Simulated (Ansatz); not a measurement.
Species, as SMILES: Cl[CH2] (CH2-Cl), doublet.
Atoms: C1, Cl2, H3, H4. Bonds: C1-Cl2, C1-H3, C1-H4.

Basis-set convergence of the optimised C1-Cl2 bond length at PBE with Ansatz (an electronic-structure program). Cartesian d functions, on some or all atoms, in 6-31G*, 6-31G**; all else is spherical. The program fits the integrals of some runs and decomposes those of others, by size. Core-valence sets carry the plain set on hydrogen. Open shells are unrestricted. No added dispersion term, no relativity. Reference: the value in def2-QZVPPD, 1.6948 Å, itself unsure by roughly 0.0001 Å (its mean distance from pcseg-3, def2-QZVPP, cc-pV(Q+d)Z). Deviations are taken from unrounded values.

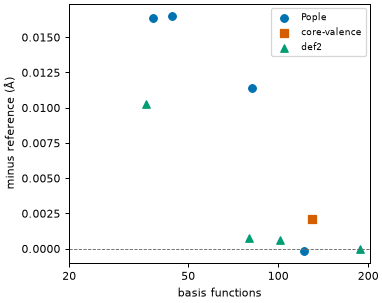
Figure. Deviation from the reference against the number of basis functions, by family of sets.

```csv
basis,functions,optimised C1-Cl2 bond length (Å),minus reference (Å)
def2-SV(P),36,1.7051,0.0103
6-31G*,38,1.7112,0.0164
6-31G**,44,1.7114,0.0165
def2-TZVP,80,1.6956,0.0008
"6-311++G(2d,2p)",82,1.7062,0.0114
def2-TZVPP,101,1.6955,0.0006
"6-311++G(3df,3pd)",122,1.6947,-0.0002
cc-pCVTZ,130,1.6969,0.0021
def2-QZVPP,187,1.6948,0.0000
```
